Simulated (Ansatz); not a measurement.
**Redistribution: C2Cl4F2 + CBrCl2F → C2Cl3F3 + CBrCl3**

Gas-phase species: C2Cl4F2 (1,1,1,2-tetrachloro-2,2-difluoroethane) `FC(F)(Cl)C(Cl)(Cl)Cl`, singlet; CBrCl2F (bromodichlorofluoromethane) `FC(Cl)(Cl)Br`, singlet; C2Cl3F3 (1,1,1-trichlorotrifluoroethane) `FC(F)(F)C(Cl)(Cl)Cl`, singlet; CBrCl3 (bromotrichloromethane) `ClC(Cl)(Cl)Br`, singlet. The partners trade Cl for F; both sit on C, so the bond types are kept.

Shapes, held fixed at every level: PBE0-D4/def2-TZVP. Programs: Ansatz 0.2.0. The zero-point and thermal change to 298 K, harmonic and unscaled (PBE0-D4/def2-TZVP), is +0.8 kJ/mol.

```csv
level,kind,ΔH(298 K) (kJ/mol),less CCSD(T)/def2-TZVPP
BHLYP-D4/def2-TZVPP,global hybrid,-19.6,+0.9
wB97M-V/def2-TZVPP,range-separated hybrid,-14.5,+6.0
B2PLYP/def2-TZVPP,double hybrid,-17.4,+3.1
MP2/def2-SVP,perturbation theory,-24.0,-3.5
MP2/def2-TZVPP,perturbation theory,-23.0,-2.5
CCSD/def2-TZVPP,coupled cluster or CI,-22.3,-1.8
CCSD(T)/def2-TZVPP,coupled cluster or CI,-20.5,0.0
```

The highest level, CCSD(T)/def2-TZVPP, gives ΔH(298 K) = -20.5 kJ/mol; the levels span -24.0 to -14.5. The column of differences is taken from that level and isn't an error. No measured value is set beside it here. Relativity is left out for Br. Outer-core shells of Br are correlated, in sets that cover them unevenly.

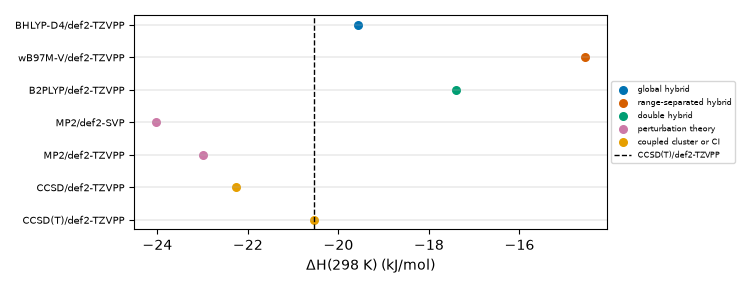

The values of the table, level by level.
